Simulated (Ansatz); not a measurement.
# FCI/STO-3G run of InCl (SMILES [Cl][In])

Aim: the vertical singlet–triplet gap of InCl at FCI/STO-3G, from 2 runs. 

The results are computed with Ansatz 0.2.0.

34 further runs of the same task are left out: 5 that didn't finish, 29 set aside as unsound or not needed.

## 1. The system as given

InCl has 2 atoms, charge 0, and is taken as a singlet. SMILES: `[Cl][In]`. The shape comes from GFN2-xTB, which is rough for such elements, and wasn't checked as a minimum.

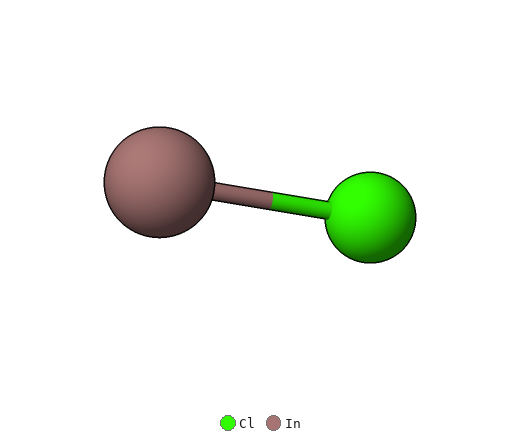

The structure, seen from a chosen angle (chlorine green, indium brown).

## 2. A single-point energy at FCI/STO-3G

File molecule.yaml:

```yaml
crystal:
  periodic: [false, false, false]
  atoms:
    - {symbol: Cl, position_ang: [0.000000, 0.000000, 0.000000]}
    - {symbol: In, position_ang: [0.000000, 0.000000, 2.385660]}
basis:
  gaussian: {orbitals: STO-3G}
accuracy: high
correlation: {method: fci, frozen_orbitals: {Cl: 5, In: 18}}
```

Started as:

```
$ ansatz run molecule.yaml --threads 1 --pin off --max-ram 2610MiB --events-out events.jsonl --progress --plain --runs-dir runs
```

The log of the run:

```text
Warning: RAYON_NUM_THREADS=1 ignored (pool sized by the plan → 1); use --threads N
Functional definition: HF
  name "HF"
  exchange = exact_x
  correlation = 0
637 factors; integrals over basis functions are off by at most 7.3e-9 eV
mean field evaluation 1: about -167009.5419 eV, gradient 9.6e0 eV
mean field evaluation 2: about -167009.5806 eV, gradient 9.6e0 eV
mean field evaluation 4: about -167010.4317 eV, gradient 4.6e-1 eV
mean field evaluation 8: about -167010.4323 eV, gradient 7.0e-6 eV
mean field -167010.43225955 eV, -6137.5201818017 hartree, gradient 1.1e-8 eV, S^2 0.000000; 0 other end points of the search recorded, 0 dependent functions left out
23 core orbitals not correlated: weight in the atoms' cores, before any rotation towards them, 1.000 or more for the frozen orbitals, at most 0.000 for the correlated occupied ones
reference -167010.43225955 eV, -6137.5201818017 hartree; 10, 10 occupied and 3, 3 virtual orbitals, 637 factors
state -167011.48926145 eV, -6137.5590259051 hartree
Total energy: -167011.48926145 eV, -6137.5590259051 hartree
```

Run time: 0.92 s. Hardware: 1 thread of Arm Neoverse V2, shared host.

## 3. The triplet

File molecule.yaml:

```yaml
basis:
  gaussian: {orbitals: STO-3G}
crystal:
  periodic: [false, false, false]
  atoms:
    - {symbol: Cl, position_ang: [0.000000, 0.000000, 0.000000]}
    - {symbol: In, position_ang: [0.000000, 0.000000, 2.385660]}
total_charge: 0
magnetization: {spin_polarized: true, initial_magnetization: 2}
correlation: {method: fci, frozen_orbitals: {Cl: 5, In: 18}}
accuracy: high
```

Started as:

```
$ ansatz run molecule.yaml --threads 1 --pin off --max-ram 2610MiB --events-out events.jsonl --progress --plain --runs-dir runs
```

The log of the run:

```text
Warning: RAYON_NUM_THREADS=1 ignored (pool sized by the plan → 1); use --threads N
Functional definition: HF
  name "HF"
  exchange = exact_x
  correlation = 0
637 factors; integrals over basis functions are off by at most 7.3e-9 eV
mean field evaluation 1: about -167007.3535 eV, gradient 5.9e0 eV
mean field evaluation 2: about -167007.4003 eV, gradient 5.9e0 eV
mean field evaluation 4: about -167008.1621 eV, gradient 7.8e-1 eV
mean field evaluation 8: about -167008.1870 eV, gradient 1.6e-2 eV
mean field evaluation 16: about -167008.1870 eV, gradient 5.1e-3 eV
mean field -167008.18701073 eV, -6137.4376704294 hartree, gradient 9.9e-8 eV, S^2 2.001804; 2 other end points of the search recorded, 0 dependent functions left out
23 core orbitals not correlated: weight in the atoms' cores, before any rotation towards them, 1.000 or more for the frozen orbitals, at most 0.000 for the correlated occupied ones
reference -167008.17813273 eV, -6137.4373441688 hartree; 11, 9 occupied and 2, 4 virtual orbitals, 637 factors
state -167008.55658342 eV, -6137.4512519752 hartree
Total energy: -167008.55658342 eV, -6137.4512519752 hartree
```

It took 1.1 s on 1 thread of Arm Neoverse V2, shared host; peak memory 0.11 GiB.

## 4. Results

Level: FCI/STO-3G, 23 core orbitals frozen.

| quantity | value |
| --- | --- |
| singlet: total energy | -6137.55903 Eh |
| singlet: correlation energy (23 core orbitals frozen) | -38.8 mEh |
| triplet: total energy | -6137.45125 Eh |
| triplet: correlation energy (23 core orbitals frozen) | -13.9 mEh |
| vertical energy of the triplet above the singlet | 2.933 eV |

In words: At this shape the triplet lies 2.93 eV (68 kcal/mol) above the singlet. In a minimal basis such a difference can be off by several eV, whatever the method. Relativity is left out (singlet) although the molecule holds a heavy atom. Relativity is left out (triplet) although the molecule holds a heavy atom.
